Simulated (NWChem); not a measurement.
# C2H3Br (vinyl bromide): levels of theory compared

Wanted: a comparison of 6 runs (HF/STO-3G, HF/3-21G, B3LYP/6-31G*, B3LYP/aug-cc-pVDZ, PBE0/aug-cc-pVDZ, r2SCAN/aug-cc-pVDZ) of C2H3Br (vinyl bromide). 

The calculation is run with NWChem 7.3.0.

2 further runs of the same task are left out: 1 that didn't finish, 1 set aside as unsound or not needed. Runs told in other sessions of the task aren't counted.

**1. The molecule**

The species is C2H3Br (6 atoms), meant as a singlet with charge 0. As SMILES, `C=CBr`. The coordinates come from a PBE0-D4/def2-TZVP relaxation.

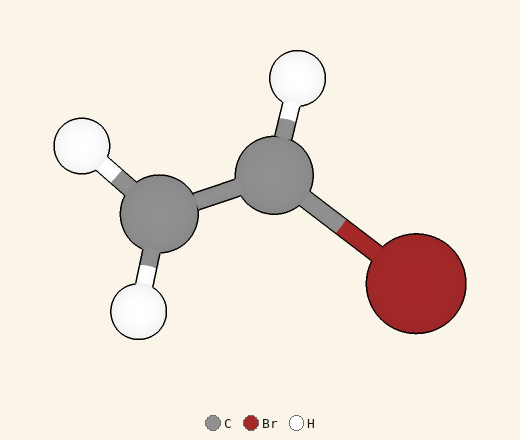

The structure, seen from a chosen angle (carbon grey, bromine red, hydrogen white).

**2. Energy and forces at HF/STO-3G (run 1)**

sp.xyz reads:

```xyz
6
C2H3Br
C     -0.550460     0.207600    -0.473000
C      0.418150     0.025740     0.403150
Br     1.201850    -1.649360     0.746820
H     -0.963860    -0.603240    -1.059290
H     -0.955390     1.202650    -0.619610
H      0.849720     0.816610     1.001930
```

sp.nw reads:

```
start sp
title "C2H3Br"
memory total 2200 mb

geometry units angstroms noautosym nocenter noautoz
   load format xyz sp.xyz
end

basis spherical bse
   C library STO-3G
   Br library STO-3G
   H library STO-3G
end

scf
   singlet
   rhf
   thresh 1e-08
   maxiter 80
   print medium
end

task scf gradient
```

Started as:

```
nwchem sp.nw > sp.out
```

What it wrote:

```text
[...]
  functions       =    31
[...]
  wavefunction    = RHF
[...]
         Total SCF energy =  -2621.170325698390
      One-electron energy =  -3954.051994139775
      Two-electron energy =   1187.694886977755
 Nuclear repulsion energy =    145.186781463629
        Time for solution =      2.5s
[...]
                         RHF ENERGY GRADIENTS
    atom               coordinates                        gradient
                 x          y          z           x          y          z
   1 C      -1.040219   0.392307  -0.893840   -0.014343  -0.004192  -0.014620
   2 C       0.790189   0.048642   0.761843    0.007813   0.010734   0.009984
   3 Br      2.271167  -3.116838   1.411285    0.001174  -0.001601   0.000731
   4 H      -1.821431  -1.139958  -2.001768    0.000792  -0.002116   0.000247
   5 H      -1.805425   2.272679  -1.170893    0.001955   0.002891   0.002547
   6 H       1.605738   1.543169   1.893373    0.002609  -0.005717   0.001111
[...]
```

Run time: 3.9 s. Hardware: 1 thread of Intel Xeon Platinum 8259CL at 2.50GHz (Skylake/Cascade Lake), shared host; peak memory 0.098 GiB.

**3. Energy and gradient at HF/3-21G (run 2)**

run.nw reads:

```
start run
title "C2H3Br hf"
memory 2200 mb

geometry units au noautosym nocenter noautoz
 C  -1.04021864  0.39230714 -0.89384046
 C   0.79018898  0.04864155  0.76184309
 Br  2.27116734 -3.11683868  1.41128526
 H  -1.82143142 -1.13995839 -2.00176799
 H  -1.80542544  2.27267912 -1.17089320
 H   1.60573808  1.54316925  1.89337330
end

basis spherical bse
 * library 3-21G
end

scf
 singlet
 rhf
 thresh 1e-08
 maxiter 80
 noprint "final vectors analysis"
end

task scf gradient
```

Started as:

```
nwchem run.nw > run.out
```

What it wrote:

```text
[...]
  functions       =    46
[...]
  wavefunction    = RHF
[...]
         Total SCF energy =  -2637.070185906801
      One-electron energy =  -3962.511147510590
      Two-electron energy =   1180.254190470994
 Nuclear repulsion energy =    145.186771132796
        Time for solution =      3.0s
[...]
                         RHF ENERGY GRADIENTS
    atom               coordinates                        gradient
                 x          y          z           x          y          z
   1 C      -1.040219   0.392307  -0.893840   -0.006413  -0.003662  -0.006965
   2 C       0.790189   0.048642   0.761843    0.015601  -0.025111   0.008810
   3 Br      2.271167  -3.116839   1.411285   -0.010044   0.021410  -0.004419
   4 H      -1.821431  -1.139958  -2.001768   -0.003530  -0.006761  -0.004967
   5 H      -1.805425   2.272679  -1.170893   -0.001794   0.008370   0.000298
   6 H       1.605738   1.543169   1.893373    0.006180   0.005754   0.007243
[...]
```

It took 4.5 s on 1 thread of Intel Xeon Platinum 8259CL at 2.50GHz (Skylake/Cascade Lake), shared host; peak memory 0.098 GiB.

Runs 3 to 5 aren't shown in full; the table further down has their settings and results.

**4. Energy and forces at r2SCAN/aug-cc-pVDZ (run 6)**

c2h3br.xyz reads:

```xyz
6

C     -0.550460     0.207600    -0.473000
C      0.418150     0.025740     0.403150
Br     1.201850    -1.649360     0.746820
H     -0.963860    -0.603240    -1.059290
H     -0.955390     1.202650    -0.619610
H      0.849720     0.816610     1.001930
```

run.py reads:

```python
from ase.io import read
from ase.calculators.nwchem import NWChem

system = read('c2h3br.xyz')

calc = NWChem(
    label='c2h3br',
    theory='dft',
    memory='2200 mb',
    basis='aug-cc-pVDZ',
    basispar='spherical bse',
    dft={'xc': 'r2scan', 'mult': '1', 'grid': 'fine', 'convergence': 'energy 1e-08', 'iterations': '100', 'mulliken': None},
)
system.calc = calc

forces = system.get_forces()
e = system.get_potential_energy()
print(f"E = {e:.6f} eV")
print("forces (eV/A):")
for s, f in zip(system.symbols, forces):
    print(f"{s:2s} {f[0]:10.5f} {f[1]:10.5f} {f[2]:10.5f}")
print("dipole (e A):", system.get_dipole_moment().round(4))
```

Started as:

```
export ASE_NWCHEM_COMMAND="nwchem PREFIX.nwi > PREFIX.nwo"
python run.py
```

What it wrote:

```text
E = -72166.204364 eV
forces (eV/A):
C    -0.43786    0.02551   -0.40958
C     0.32154    0.03954    0.31470
Br    0.16398   -0.32653    0.07765
H    -0.10747   -0.19103   -0.14774
H    -0.09035    0.25099   -0.02581
H     0.15026    0.20157    0.19078
dipole (e A): [-0.1417  0.2615 -0.072 ]
```

The calculator wrote c2h3br.nwi:

```
title "c2h3br"

permanent_dir c2h3br

scratch_dir c2h3br

start c2h3br

geometry units angstrom nocenter noautosym noautoz
  C  -5.5045999999999995e-01 2.0760000000000001e-01 -4.7299999999999998e-01
  C  4.1815000000000002e-01 2.5739999999999999e-02 4.0315000000000001e-01
  Br 1.2018500000000001e+00 -1.6493599999999999e+00 7.4682000000000004e-01
  H  -9.6386000000000005e-01 -6.0324000000000000e-01 -1.0592900000000001e+00
  H  -9.5538999999999996e-01 1.2026500000000000e+00 -6.1960999999999999e-01
  H  8.4972000000000003e-01 8.1660999999999995e-01 1.0019300000000000e+00
end

memory 2200 mb

basis spherical bse noprint
   * library aug-cc-pVDZ
end

dft
  xc r2scan
  mult 1
  grid fine
  convergence energy 1e-08
  iterations 100
  mulliken
end

task dft gradient
```

c2h3br.nwo:

```text
Northwest Computational Chemistry Package (NWChem) 7.3.0
             --------------------------------------------------------

           Job information
           ---------------

    nwchem branch   = 7.3.0
    use scalapack   = T
    input           = c2h3br.nwi
    prefix          = c2h3br.
    data base       = c2h3br/c2h3br.db
    status          = startup
    nproc           =        1

           Memory information
           ------------------

    heap     =     72089594 doubles =      550.0 Mbytes
    stack    =     72089599 doubles =      550.0 Mbytes
    global   =    144179200 doubles =     1100.0 Mbytes (distinct from heap & stack)
    total    =    288358393 doubles =     2200.0 Mbytes
    verify   = yes
    hardfail = no

           Directory information
           ---------------------

  0 permanent = c2h3br
  0 scratch   = c2h3br

                                NWChem Input Module
                                -------------------

                                      c2h3br
                                      ------

[... 89 lines left out ...]
  convergence criterion.
[... 17 lines left out ...]
          Convergence on gradient requested:  5.00D-04
[... 23 lines left out ...]
          Convergence aids based upon iterative change in
[... 28 lines left out ...]
 1-e energy   =   -3972.092743
[... 42 lines left out ...]
         Total DFT energy =    -2652.059115974921
[... 2 lines left out ...]
    Exchange-Corr. energy =     -103.159505878793
[... 840 lines left out ...]
          Convergence on energy requested:  1.00D-08
[... 21 lines left out ...]
          Spatial weights used:  Erf1
[... 4 lines left out ...]
          total energy or number of iterations.
[... 18 lines left out ...]
                            NWChem DFT Gradient Module
                            --------------------------

                                      c2h3br

  charge          =   0.00
  wavefunction    = closed shell

                         DFT ENERGY GRADIENTS

    atom               coordinates                        gradient
                 x          y          z           x          y          z
   1 C      -1.040219   0.392307  -0.893840    0.008515  -0.000496   0.007965
   2 C       0.790189   0.048642   0.761843   -0.006253  -0.000769  -0.006120
   3 Br      2.271167  -3.116838   1.411285   -0.003189   0.006350  -0.001510
   4 H      -1.821431  -1.139958  -2.001768    0.002090   0.003715   0.002873
   5 H      -1.805425   2.272679  -1.170893    0.001757  -0.004881   0.000502
   6 H       1.605738   1.543169   1.893373   -0.002922  -0.003920  -0.003710

                 ----------------------------------------
                 |  Time  |  1-e(secs)   |  2-e(secs)   |
                 ----------------------------------------
                 |  CPU   |       0.02   |      56.50   |
                 ----------------------------------------
                 |  WALL  |       0.02   |      56.50   |
                 ----------------------------------------

 Task  times  cpu:      214.4s     wall:      214.4s
 Total times  cpu:      214.5s     wall:      214.5s
```

Wall time 3.6 min (1 thread of Intel Xeon Platinum 8259CL at 2.50GHz (Skylake/Cascade Lake), shared host); peak memory 0.13 GiB.

**5. The series**

| run | level | Cartesian functions | iteration cap | energy (Eh) | dipole moment (D) | HOMO energy (eV) | LUMO energy (eV) | wall time |
| --- | --- | --- | --- | --- | --- | --- | --- | --- |
| 1 | HF/STO-3G | no | 80 | -2621.170326 | 1.40 | -7.81 | 8.15 | 3.9 s |
| 2 | HF/3-21G | no | 80 | -2637.070186 | 1.62 | – | – | 4.5 s |
| 3 | B3LYP/6-31G* (Cartesian functions) | yes | 100 | -2651.870016 | – | – | – | 39 s |
| 4 | B3LYP/aug-cc-pVDZ | no | 100 | -2652.155744 | 1.45 | -7.23 | -0.70 | 2.9 min |
| 5 | PBE0/aug-cc-pVDZ | no | 100 | -2651.729704 | 1.49 | -7.46 | -0.46 | 3 min |
| 6 | r2SCAN/aug-cc-pVDZ | no | 100 | -2652.059116 | 1.47 | -6.56 | -1.19 | 3.6 min |

**6. Outcome**

| quantity | value |
| --- | --- |
| run 6: total energy | -2652.05912 Eh |
| run 6: dipole moment | 1.47 D |
| run 6: HOMO energy | -6.56 eV |
| run 6: LUMO energy | -1.19 eV |
| run 6: HOMO–LUMO gap | 5.37 eV |
| run 6: largest force on an atom | 0.600 eV/Å |

Over runs 1, 2, 4, 5, 6 the dipole moment (its size) runs from 1.40 D (HF/STO-3G) to 1.62 D (HF/3-21G). Over runs 1, 4, 5, 6 the HOMO–LUMO gap runs from 5.37 eV (r2SCAN/aug-cc-pVDZ) to 15.97 eV (HF/STO-3G). The two ends differ in method and basis. Totals of different functionals can't be ranked against each other. In run 1 the basis is minimal, so the values are rough. All runs together took 10 min, the longest 3.6 min.
